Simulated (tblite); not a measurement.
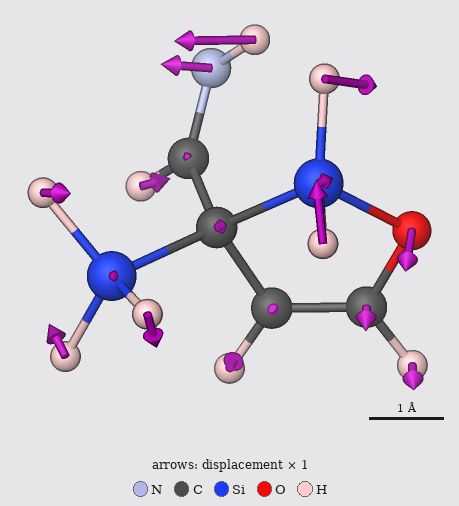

This is a relaxation of C₄H₉NOSi₂. The starting structure is drawn; purple arrows show the displacements, at their true length. The two geometries are superimposed by the best rigid fit.

Style: ball-and-stick. Shown at a tilt.

Method: GFN2-xTB geometry optimisation, gas phase (tblite 0.8.0). 

**Describe the change and its energy.**

An H atom moves most after the best rigid fit: 1.21 Å. Largest moves by element: H 1.21 Å, O 0.79 Å, N 0.75 Å, C 0.41 Å, Si 0.25 Å. Among the contacts that change: O–Si 1.768 → 1.646 Å, C–Si 1.853 → 1.924 Å, C–H 1.119 → 1.076 Å, C–C 1.284 → 1.323 Å. Bond angles that change, for instance: C–O–Si 104.0° → 112.5°, C–C–Si 114.3° → 106.3°, C–C–C 106.3° → 114.1°. Groups turn about C–Si by about 40°, O–Si by about 35°, C–C by about 35°. Over 103 geometry steps the energy falls by 0.816 eV.
